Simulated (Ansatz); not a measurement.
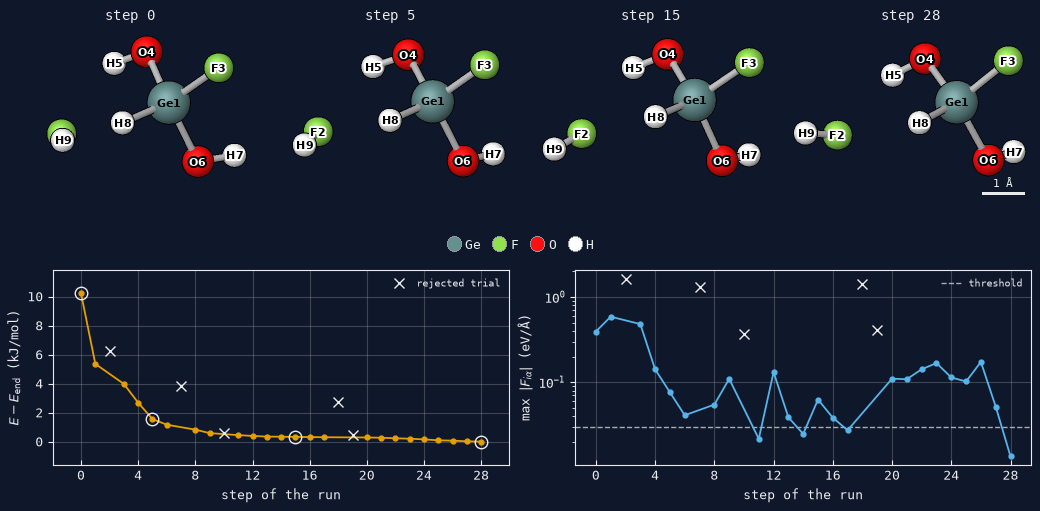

Frames of a relaxation of GeH$_{4}$O$_{2}$F$_{2}$, marked on the history of the run. A ball-and-stick model, seen face on.

The run prepares an end point of a later path (reaction) calculation, from a guessed geometry.

Level of theory: Ansatz, RKS BHLYP/def2-SVP.

Input
```yaml
crystal:
  periodic: [false, false, false]
  atoms:
    - { symbol: Ge, position_ang: [0.248543, -0.48673, -0.359218] }
    - { symbol: F, position_ang: [-0.663939, 0.124595, 2.305856] }
    - { symbol: F, position_ang: [1.160498, -0.432616, -1.811009] }
    - { symbol: O, position_ang: [-0.551427, 1.057691, -0.368652] }
    - { symbol: H, position_ang: [-0.986431, 1.233043, 0.465356] }
    - { symbol: O, position_ang: [-0.824194, -1.858262, -0.388037] }
    - { symbol: H, position_ang: [-1.244442, -1.99837, -1.23905] }
    - { symbol: H, position_ang: [1.200787, -0.678966, 0.835757] }
    - { symbol: H, position_ang: [0.186906, -0.221985, 2.333995] }
basis:
  gaussian: { orbitals: def2-SVP }
hamiltonian:
  xc: { name: BHLYP }
relax:
  f_tol: 0.03
  max_steps: 50
```

Run as
```bash
ansatz run input.yaml --threads 4 --pin off --max-ram 5120MiB --backend cpu --events-out ev --progress --plain --runs-dir out
```

Describe the path.

Answer. Over 23 accepted moves (28 points after the start) the energy falls by 10.2 kJ/mol. Largest force component: 0.39 eV/Å at the start, 0.013 eV/Å at the end. The line search rejected the trial steps at points 2, 7, 10, 18, 19 of the run. The forces were under the threshold at step 11, but the run went on from there. H9 moves most after the best rigid fit: 1.06 Å. Largest moves by element: H 1.06 Å, O 0.30 Å, F 0.30 Å, Ge 0.25 Å. Some distances before and after: Ge1–H8 1.540 → 1.514 Å, Ge1–F3 1.715 → 1.720 Å. Among the angles between lasting bonds that change: O4–Ge1–H8 113.5° → 116.1°, O4–Ge1–O6 114.6° → 112.5°, F3–Ge1–O6 109.8° → 107.7°. From step 0 to 5: H9 moves most (0.50 Å), energy −8.65 kJ/mol. From step 5 to 15: H9 moves most (0.38 Å), energy −1.23 kJ/mol. From step 15 to 28: H9 moves most (0.41 Å), energy −0.32 kJ/mol.

| step | E − E(0), kJ/mol | largest force component, eV/Å | note |
| --- | --- | --- | --- |
| 0 | 0.00 | 0.3936 |  |
| 1 | -4.85 | 0.5878 |  |
| 2 | -3.99 | 1.6441 | rejected |
| 3 | -6.24 | 0.4818 |  |
| 4 | -7.53 | 0.1416 |  |
| 5 | -8.65 | 0.0762 |  |
| 6 | -9.04 | 0.0410 |  |
| 7 | -6.41 | 1.3186 | rejected |
| 8 | -9.39 | 0.0547 |  |
| 9 | -9.62 | 0.1096 |  |
| 10 | -9.62 | 0.3645 | rejected |
| 11 | -9.76 | 0.0217 |  |
| 12 | -9.82 | 0.1313 |  |
| 13 | -9.86 | 0.0388 |  |
| 14 | -9.87 | 0.0247 |  |
| 15 | -9.89 | 0.0627 |  |
| 16 | -9.90 | 0.0383 |  |
| 17 | -9.91 | 0.0274 |  |
| 18 | -7.49 | 1.4216 | rejected |
| 19 | -9.78 | 0.4058 | rejected |
| 20 | -9.92 | 0.1101 |  |
| 21 | -9.94 | 0.1086 |  |
| 22 | -9.98 | 0.1421 |  |
| 23 | -10.01 | 0.1679 |  |
| 24 | -10.06 | 0.1138 |  |
| 25 | -10.12 | 0.1022 |  |
| 26 | -10.14 | 0.1733 |  |
| 27 | -10.19 | 0.0518 |  |
| 28 | -10.21 | 0.0135 |  |
